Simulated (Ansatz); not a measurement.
C2H3BCl2 (SMILES ClC1(Cl)BC1)

```yaml
atoms:
  - { symbol: Cl, position_ang: [0.8791, -0.9704, 1.8051] }
  - { symbol: C, position_ang: [-0.2156, -0.4028, 0.5616] }
  - { symbol: Cl, position_ang: [-1.7964, -1.1589, 0.5763] }
  - { symbol: B, position_ang: [-0.1128, 1.0509, 0.0831] }
  - { symbol: C, position_ang: [0.3825, -0.0961, -0.8001] }
  - { symbol: H, position_ang: [-0.3044, 2.1961, 0.2988] }
  - { symbol: H, position_ang: [1.4505, -0.2685, -0.9106] }
  - { symbol: H, position_ang: [-0.1907, -0.4073, -1.6700] }
```

Geometry: PBE0-D4/def2-TZVP.

The calculation used Ansatz 0.2.0, RKS PBE0-D4/def2-TZVPP.

Q: Predict the electron density and electron localisation function between the atoms.

A: C–C (1.52 Å): ρ at the midpoint is about 1.6 e/Å³; the ELF peaks at about 0.90 between the atoms; localised, covalent bonding.
C–Cl (1.75 Å): ρ at the midpoint is about 1.4 e/Å³; the ELF peaks at about 0.85 between the atoms; a shared electron pair.
C–H (1.09 Å): ρ is about 2 e/Å³ halfway; the ELF climbs to about 1 towards the hydrogen, as it does in any bond to H: a covalent bond by its length.

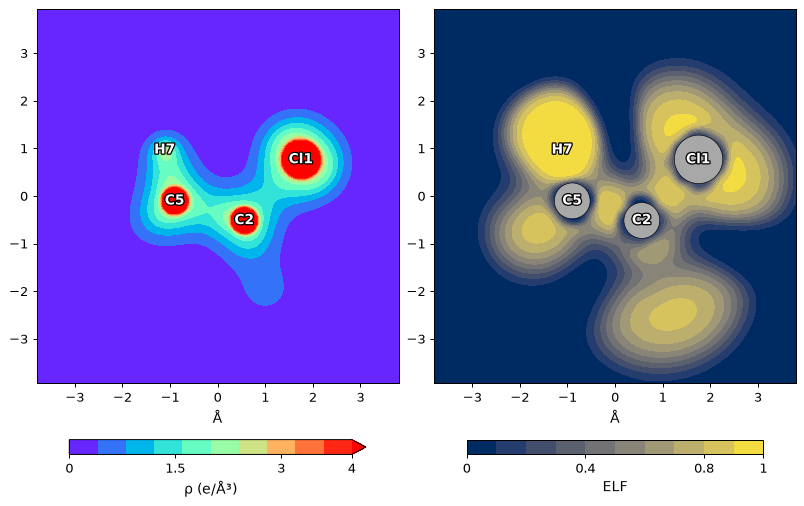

Computed electron density and electron localisation function on the plane of atoms C2, C5 and H7, in this order. Grey discs cover the atomic cores in the ELF map. 
